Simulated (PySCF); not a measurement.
C5H5FN2, SMILES `N#CC(C#N)CCF`.

Computed with PySCF, PBE/6-31+G*, geometry: GFN2-xTB. No frequency check shows the geometry to be a minimum.

The calculation's input:

```python
import numpy as np
from pyscf import gto, scf, dft
from pyscf.scf import atom_ks, atom_hf
from scipy.linalg import block_diag

def solve(mol, dm0=None, hcore=None):
    mf = (dft.UKS if mol.spin else dft.RKS)(mol, xc='pbe')
    mf.grids.level = 3
    mf = mf.density_fit(auxbasis='def2-universal-jkfit')
    mf.conv_tol, mf.max_cycle = 1e-8, 80
    if hcore is not None:
        mf.get_hcore = lambda *args: hcore
    mf.kernel(dm0)
    if not mf.converged:
        mf = mf.newton().run(mf.mo_coeff, mf.mo_occ, max_cycle=30)
    assert mf.converged, 'SCF not converged'
    return mf

mol = gto.M(atom='''
N      2.75723    -1.27126    -0.03465
C      1.74926    -0.75110    -0.15914
C      0.46014    -0.10158    -0.29589
C      0.63830     1.32554    -0.10765
N      0.76326     2.44718     0.06219
C     -0.54705    -0.66912     0.72672
C     -1.94060    -0.10589     0.48139
F     -2.38659    -0.49612    -0.75804
H      0.08503    -0.27676    -1.31440
H     -0.23485    -0.41821     1.74192
H     -0.57328    -1.75662     0.62619
H     -2.65643    -0.49143     1.21341
H     -1.94485     0.98948     0.48989
''', basis='6-31+g*', charge=0, spin=0, verbose=4)
mf = solve(mol)
out = dict(e0=mf.e_tot, dm0=mf.make_rdm1(), c=mf.mo_coeff, occ=mf.mo_occ, eps=mf.mo_energy)
for name, dq, spin in [('cation', 1, 1), ('anion', -1, 1)]:
    ion = mol.copy().set(charge=mol.charge + dq, spin=spin).build()
    mi = solve(ion)
    if spin and dq > 0 and mol.nao < 130:
        c, _, stable, _ = mi.stability(return_status=True)
        if not stable:
            mi = solve(ion, mi.make_rdm1(c, mi.mo_occ))
    print(name, 'vertical energy change / eV', (mi.e_tot - mf.e_tot) * 27.211386)
    out.update({'e_' + name: mi.e_tot, 'dm_' + name: mi.make_rdm1(), 's2_' + name: mi.spin_square()[0], 'eps_' + name: mi.mo_energy, 'occ_' + name: mi.mo_occ})
# spherically averaged free atoms, for the promolecule
atm = atom_ks.get_atm_nrks(mol, xc='pbe')
pro = block_diag(*[(atm[a[0]][2] * atm[a[0]][3]) @ atm[a[0]][2].T for a in mol._atom])
np.savez('result.npz', pro=pro, **out)
```

Launched as:

```sh
OMP_NUM_THREADS=1 python input.py
```

The run took 5.8 min on 1 thread of Intel(R) Xeon(R) Processor @ 2.50GHz (Skylake/Cascade Lake), with other jobs on the host, peak memory 0.77 GiB.

Partitions, critical points and surface values were worked out afterwards from this run's density.

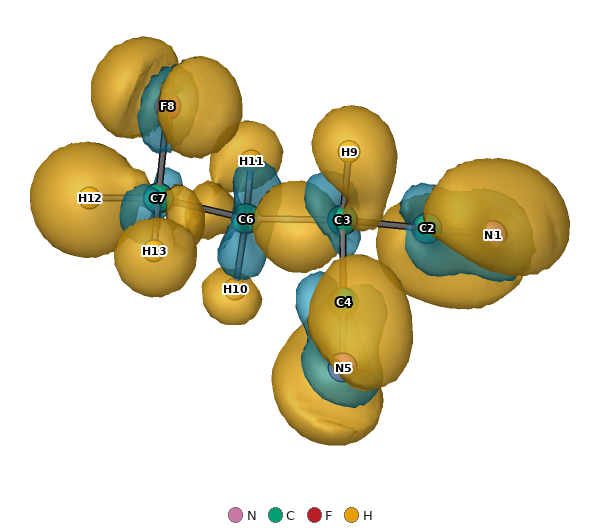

Fukui function f⁻ = ρ(N) − ρ(N−1) at fixed geometry, surfaces at ±0.015 e/Å³ (yellow positive, teal negative).

Question: Which atoms respond most to the removal of an electron?

Answer: f⁻ (Hirshfeld-condensed) is largest on N1 (0.18), N5 (0.16) and F8 (0.13); the vertical ionisation energy is 11.22 eV (the stability of the cation's solution wasn't checked). Condensed values hint at sites of electrophilic attack but needn't mark the atom that reacts. Shares this close don't rank the sites. Orbital relaxation makes it negative in places (0.14 e in all).
